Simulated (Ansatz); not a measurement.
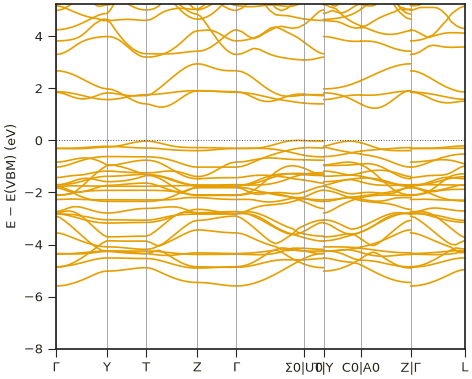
Figure. Band structure from DFT-r²SCAN in the program Ansatz with PAW potentials

### Question
Read off the gap and where the band edges lie.

### Answer
About 1.2 eV (1.23 eV by a search for the band edges); maximum on the Γ–Σ0 line, 92 % of the way from Γ, minimum on the A0–Z line, 27 % of the way from A0.

The material is Cs$_{2}$Pd$_{3}$Se$_{4}$ in space group Fmmm (No. 69; Cs on 8i, Pd on 4a, Pd on 8e, Se on 16m).

The workflow started from a Materials Project entry (that database holds measured and hypothetical structures alike); the Crystallography Open Database copy checked does not list it. Whether it is the stable phase at ambient conditions was not checked. The cell was relaxed with r²SCAN under the symmetry of its start; whether a distortion lowers the energy is not shown. The run is not spin-polarised. Spin–orbit coupling is left out wherever it is not named.

Potentials: the later of the program's two PAW sets.
